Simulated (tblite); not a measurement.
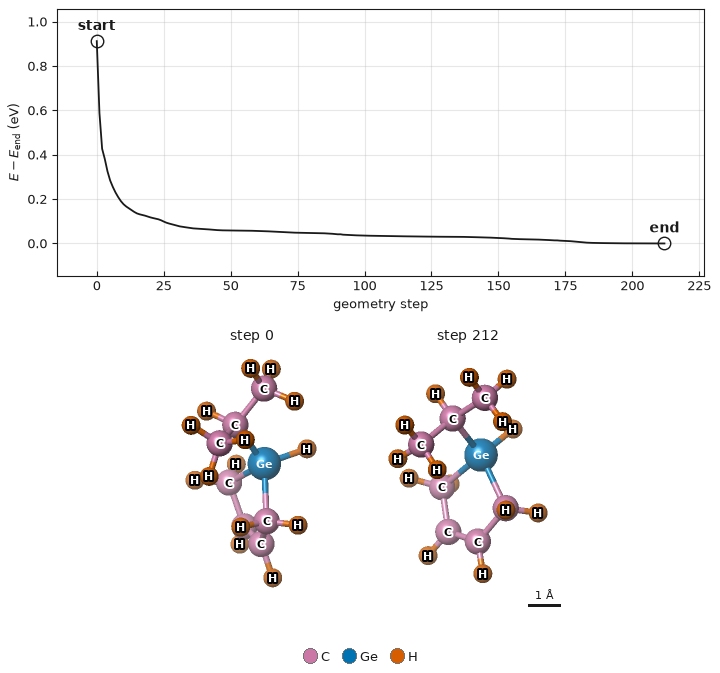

First and last geometry of a relaxation of C7H14Ge, with the history of the run. A ball-and-stick model, seen from a free direction.

Level of theory: GFN2-xTB geometry optimisation, gas phase in tblite 0.8.0. 

What do the curves and the structures tell?

Answer. It converged. An H atom moves most after the best rigid fit: 1.65 Å. By element the largest moves are H 1.65 Å, C 0.90 Å, Ge 0.40 Å. Near-neighbour distances that change, for instance: C–Ge 1.929 → 2.015 Å, C–H 1.144 → 1.082 Å, C–C 1.274 → 1.322 Å, C–H 1.131 → 1.089 Å. Among the angles between lasting bonds that change: Ge–C–C 97.3° → 103.3°, Ge–C–H 106.9° → 112.4°, C–Ge–H 115.0° → 109.7°. Groups turn about C–Ge by about 50°, C–Ge by about 35°, C–Ge by about 35°. The energy falls by 0.912 eV in 212 geometry steps. The run took 1.9 s on 1 thread of Arm Neoverse V1, on a shared host.
